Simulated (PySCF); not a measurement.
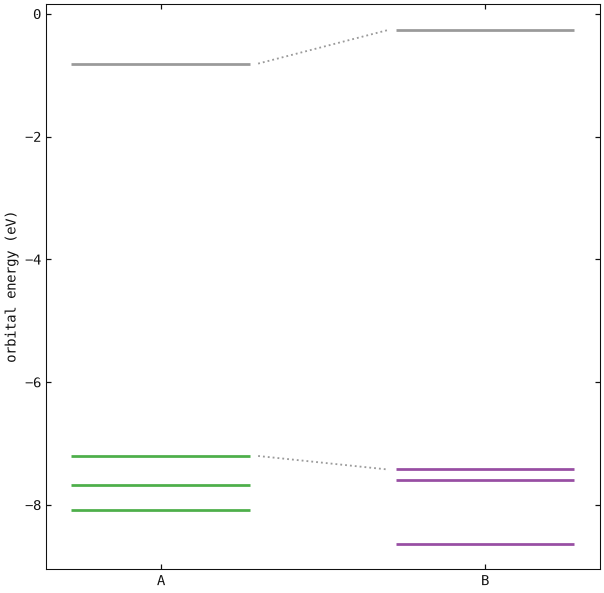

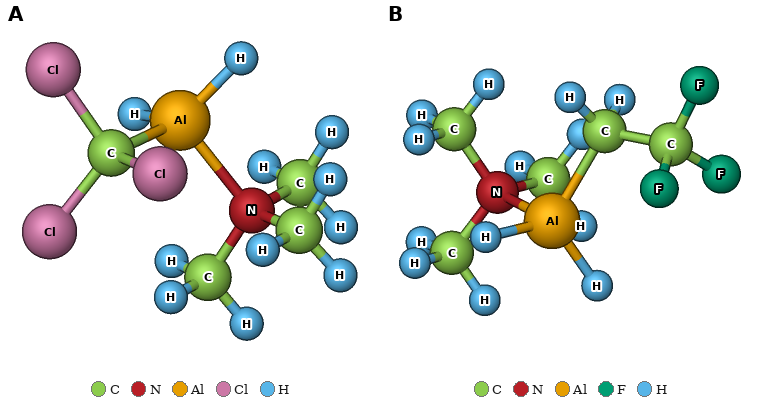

Related molecules: A is C₄H₁₁AlCl₃N, SMILES C[N+](C)(C)[AlH2-][C](Cl)(Cl)Cl, singlet; B is C₅H₁₃AlF₃N, SMILES C[N+](C)(C)[AlH2-][CH2]C(F)(F)F, singlet. Frontier orbital energies, B3LYP/def2-SVPD with PySCF 2.14.0, at a PBE0-D3(BJ)/def2-SVP geometry (no frequency check); drawn are at most three filled levels and, in grey, the LUMO with any level within 0.03 eV of it; dotted lines join the HOMOs and the LUMOs.

What does the change do to the frontier levels?

From A to B the HOMO falls by 0.22 eV and the LUMO rises by 0.55 eV, so the separation goes from 6.39 to 7.16 eV.

Does the ΔSCF ionisation energy follow the HOMO?

A: −ε(HOMO) 7.20, ΔSCF 9.14 eV; B: −ε(HOMO) 7.42, ΔSCF 9.69 eV.

Caveats, for all or some of the runs: one conformer of a flexible molecule.
